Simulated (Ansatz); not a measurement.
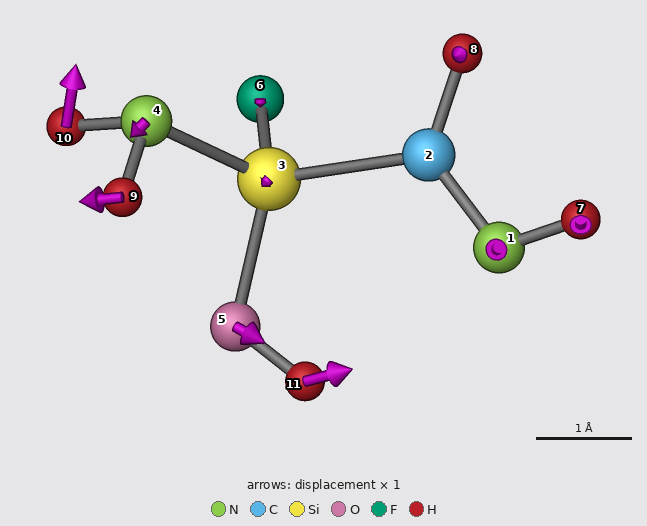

This is a relaxation of CH5FN2OSi (coarse preliminary run). The starting structure is drawn; purple arrows show the displacements, at their true length. The two geometries are superimposed by the best rigid fit.

A ball-and-stick model, seen at a tilt.

The start comes from a force field.

These are results of RKS PBE-D4/def2-SVP (Ansatz 0.2.0), not measurements.

The input:
```yaml
crystal:
  periodic: [false, false, false]
  atoms:
    - {symbol: N, position_ang: [0.018200, -1.478100, -1.651900]}
    - {symbol: C, position_ang: [0.741000, -0.808900, -0.837000]}
    - {symbol: Si, position_ang: [0.061000, 0.621000, 0.186200]}
    - {symbol: N, position_ang: [0.112300, 0.330700, 1.861300]}
    - {symbol: O, position_ang: [-1.479200, 0.989600, -0.153800]}
    - {symbol: F, position_ang: [0.984400, 1.944600, -0.001400]}
    - {symbol: H, position_ang: [0.526100, -2.177000, -2.131400]}
    - {symbol: H, position_ang: [1.842000, -1.064800, -0.715700]}
    - {symbol: H, position_ang: [-0.801100, -0.205600, 2.073100]}
    - {symbol: H, position_ang: [-0.139400, 1.222600, 2.323300]}
    - {symbol: H, position_ang: [-1.800000, 0.568900, -0.932000]}
basis:
  gaussian: {orbitals: def2-SVP}
hamiltonian: {xc: pbe, dispersion: d4}
relax: {f_tol: 0.03, max_steps: 200}
```

Command:
```bash
ansatz run in.yaml --threads 4 --pin off --events-out ev --progress --plain --max-ram 10444MiB
```

Q: Which element moves most?

A: Hydrogen: up to 0.71 Å, against 0.39 Å for oxygen.

Q: What did the optimiser do to the structure, and how much energy did it gain?

A: The atom that moves furthest after the best rigid fit is H10 (0.71 Å). Largest moves by element: H 0.71 Å, O 0.39 Å, N 0.29 Å, Si 0.12 Å, F 0.09 Å, C 0.07 Å. Among the contacts that change: N4–H9 1.080 → 1.021 Å, O5–H11 0.941 → 0.991 Å, N1–H7 0.988 → 1.037 Å, Si3–O5 1.620 → 1.658 Å. Bond angles that change, for instance: Si3–N4–H9 104.6° → 119.9°, H9–N4–H10 97.7° → 112.4°, Si3–N4–H10 106.6° → 121.1°. The energy falls by 56.4 kJ/mol in 11 accepted moves (12 points after the start). The largest force component goes from 1.9 to 0.03 eV/Å. The line search rejected the trial step at point 7 of the run.
